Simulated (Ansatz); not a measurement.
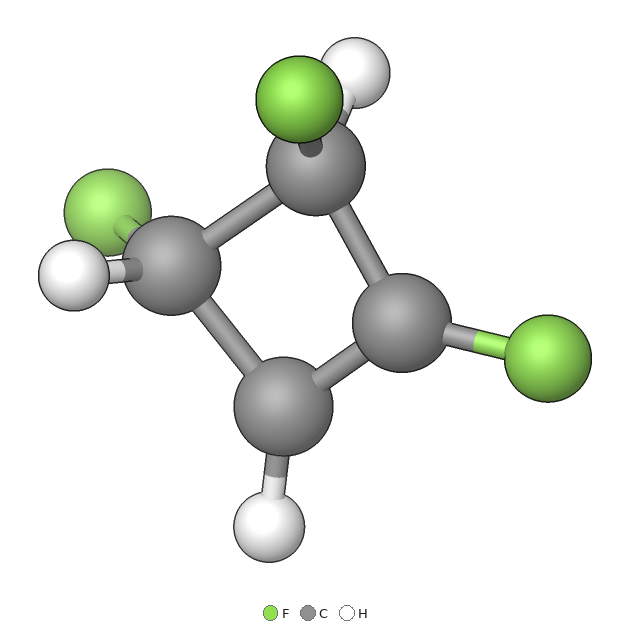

The structure as it stands in the input.

Ansatz 0.2.0 input:

```yaml
crystal:
  periodic: [false, false, false]
  atoms:
    - {symbol: F, position_ang: [-0.061633, -0.935100, -2.217988]}
    - {symbol: C, position_ang: [-0.075048, -0.528680, -0.971324]}
    - {symbol: C, position_ang: [-0.284031, -1.132937, 0.194710]}
    - {symbol: C, position_ang: [0.064443, 0.120998, 0.946688]}
    - {symbol: F, position_ang: [-0.920318, 0.608910, 1.773304]}
    - {symbol: C, position_ang: [0.172183, 0.837259, -0.426126]}
    - {symbol: F, position_ang: [1.382409, 1.404669, -0.724937]}
    - {symbol: H, position_ang: [-0.585083, -2.119918, 0.512682]}
    - {symbol: H, position_ang: [1.004836, 0.115161, 1.501824]}
    - {symbol: H, position_ang: [-0.614459, 1.578338, -0.585833]}
basis:
  gaussian: {orbitals: aug-pcseg-2}
hamiltonian: {xc: {name: revPBE}}
accuracy: high
```

Command:

```sh
ansatz run in.yaml --threads 4 --pin off --events-out ev --progress --plain --max-ram 10444MiB
```

What the program printed:

```
Functional definition: revPBE
  name "revPBE"
  cite "Zhang & Yang, Phys. Rev. Lett. 80, 890 (1998) doi:10.1103/PhysRevLett.80.890"
  cite "Perdew, Burke & Ernzerhof, Phys. Rev. Lett. 77, 3865 (1996) doi:10.1103/PhysRevLett.77.3865"
  parameter kappa = 1.245
  parameter beta = 0.06672455060314922
  exchange = pbe_x(kappa = kappa, mu = beta*pi^2/3)
  correlation = pbe_c(beta = beta)
5890 factors; integrals over basis functions are off by at most 3.4e-9 eV
mean field evaluation 1: about -12336.2564 eV, gradient 6.9e1 eV
mean field evaluation 2: about -12318.9102 eV, gradient 1.1e2 eV
mean field evaluation 4: about -12346.5791 eV, gradient 1.2e1 eV
mean field evaluation 8: about -12346.8394 eV, gradient 2.4e-1 eV
mean field evaluation 16: about -12346.8395 eV, gradient 2.3e-5 eV
mean field -12346.83951877 eV, -453.7379833264 hartree, gradient 2.1e-8 eV, S^2 0.000000; 0 other end points of the search recorded, 0 dependent functions left out
reference -12346.83952799 eV, -453.7379836651 hartree; 27, 27 occupied and 364, 364 virtual orbitals, 5890 factors
Total energy: -12346.83952799 eV, -453.7379836651 hartree
```

The run converged.
